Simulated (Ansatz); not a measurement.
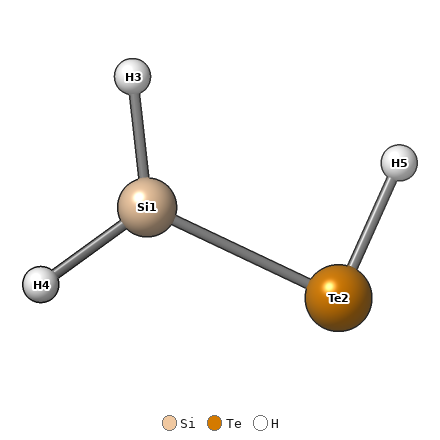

The system is H3SiTe, SMILES [SiH2+][TeH], charge +1; the picture shows the reference structure. Coordinates scanned: (1) umbrella angle at Si1 (between each of its bonds and their common axis; 90 is planar); (2) change of the bonds Si1–Te2, Si1–H3, Si1–H4, all alike. Nothing is relaxed (all other coordinates rigid). The scan uses a 15 × 15 grid; 120 points were computed and 105 follow by symmetry. Points are written as (first, second). All energies are given in eV relative to the lowest grid point. These are results of Ansatz, RKS PBE0-D4/def2-TZVP, not measurements.

Its coordinates:

```json
{"atom": "Si", "x (Å)": "-0.2037", "y (Å)": "-0.6903", "z (Å)": "0.0472"}
{"atom": "Te", "x (Å)": "1.4134", "y (Å)": "1.0318", "z (Å)": "-0.0259"}
{"atom": "H", "x (Å)": "-1.6458", "y (Å)": "-0.3965", "z (Å)": "-0.0347"}
{"atom": "H", "x (Å)": "0.2547", "y (Å)": "-2.0844", "z (Å)": "0.1779"}
{"atom": "H", "x (Å)": "0.1815", "y (Å)": "2.1395", "z (Å)": "-0.1645"}
```

Range: umbrella angle at Si1 (between each of its bonds and their common axis; 90 is planar) from 66.0 to 114.0°; change of the bonds Si1–Te2, Si1–H3, Si1–H4, all alike from −0.195 to 0.301 Å.

### Predict the map.

The lowest grid point is at (90.0°, 0.018 Å). It is the only kind of minimum in the scanned range. The highest grid point, (66.0°, −0.195 Å), lies 2.43 eV above the lowest. Round the minimum the two coordinates are nearly uncoupled.

```csv
"second ↓, first →",66.0,69.4,72.9,76.3,79.7,83.1,86.6,90.0,93.4,96.9,100.3,103.7,107.1,110.6,114.0
0.301,2.24,2.07,1.92,1.80,1.70,1.63,1.59,1.58,1.59,1.63,1.70,1.80,1.92,2.07,2.24
0.266,1.98,1.80,1.65,1.52,1.42,1.35,1.30,1.29,1.30,1.35,1.42,1.52,1.65,1.80,1.98
0.230,1.73,1.55,1.38,1.25,1.15,1.07,1.03,1.01,1.03,1.07,1.15,1.25,1.38,1.55,1.73
0.195,1.50,1.32,1.15,1.01,0.90,0.82,0.78,0.76,0.78,0.82,0.90,1.01,1.15,1.32,1.50
0.159,1.30,1.11,0.93,0.79,0.68,0.60,0.54,0.53,0.54,0.60,0.68,0.79,0.93,1.11,1.30
0.124,1.14,0.93,0.75,0.60,0.49,0.40,0.35,0.33,0.35,0.40,0.49,0.60,0.75,0.93,1.14
0.089,1.01,0.80,0.61,0.46,0.34,0.25,0.19,0.18,0.19,0.25,0.34,0.46,0.61,0.80,1.01
0.053,0.92,0.70,0.51,0.35,0.23,0.13,0.08,0.06,0.08,0.13,0.23,0.35,0.51,0.70,0.92
0.018,0.89,0.67,0.46,0.30,0.17,0.08,0.02,0.00,0.02,0.08,0.17,0.30,0.46,0.67,0.89
−0.018,0.93,0.69,0.48,0.31,0.18,0.08,0.02,0.00,0.02,0.08,0.18,0.31,0.48,0.69,0.93
−0.053,1.03,0.78,0.57,0.39,0.25,0.15,0.09,0.07,0.09,0.15,0.25,0.39,0.57,0.78,1.03
−0.089,1.22,0.97,0.74,0.56,0.42,0.32,0.25,0.23,0.25,0.32,0.42,0.56,0.74,0.97,1.22
−0.124,1.50,1.24,1.01,0.82,0.68,0.57,0.51,0.49,0.51,0.57,0.68,0.82,1.01,1.24,1.50
−0.159,1.89,1.62,1.39,1.20,1.05,0.94,0.87,0.85,0.87,0.94,1.05,1.20,1.39,1.62,1.89
−0.195,2.43,2.15,1.91,1.71,1.56,1.45,1.38,1.36,1.38,1.45,1.56,1.71,1.91,2.15,2.43
```

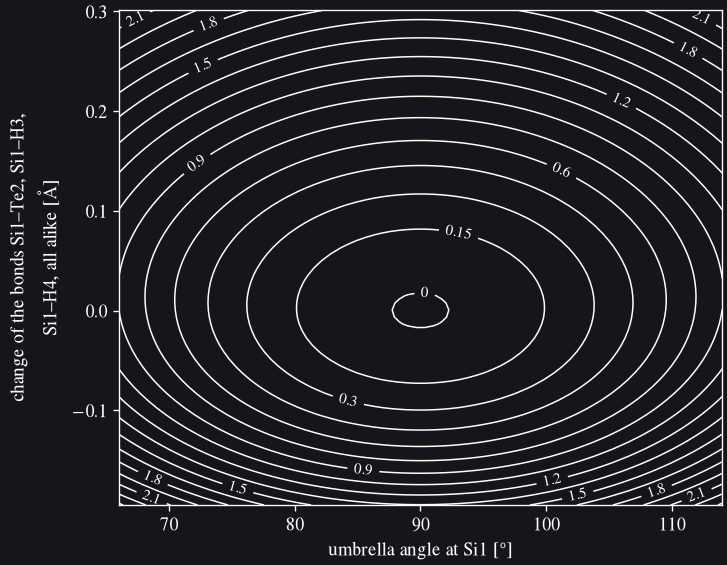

The picture shows contour lines labelled in eV. Between grid points the surface is interpolated.

Each point was launched as `ansatz run input.yaml --threads 1 --pin off --max-ram 2560MiB --backend cpu --events-out ev --progress --plain --runs-dir out`. Time for the 120 points that were run: 9.6 min on 1 thread of Arm Neoverse N1 (shared host).
